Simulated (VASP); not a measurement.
Band structure of SiO₂ (rutile). Method: optB86b-vdW, VASP's PBE PAW potentials (set 64) (plane waves; VASP 6.6.1).

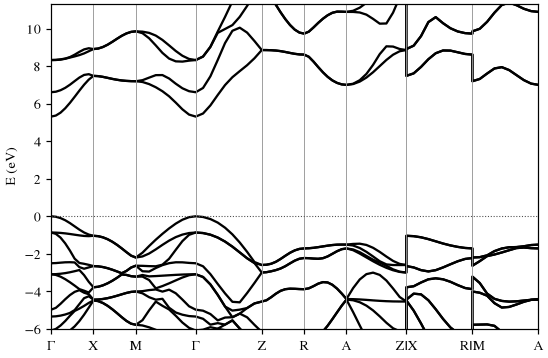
Bands along high-symmetry lines, zero at the valence-band maximum or, without a gap, the Fermi level

Read the plot: is there a gap, and where are the band edges?

The gap is direct, 5.31 eV, from the valence maximum at Γ to the conduction minimum at Γ. (Edges off the drawn lines would not show.)

The compound is SiO2 in the rutile structure, stishovite, a high-pressure form. It was relaxed first.
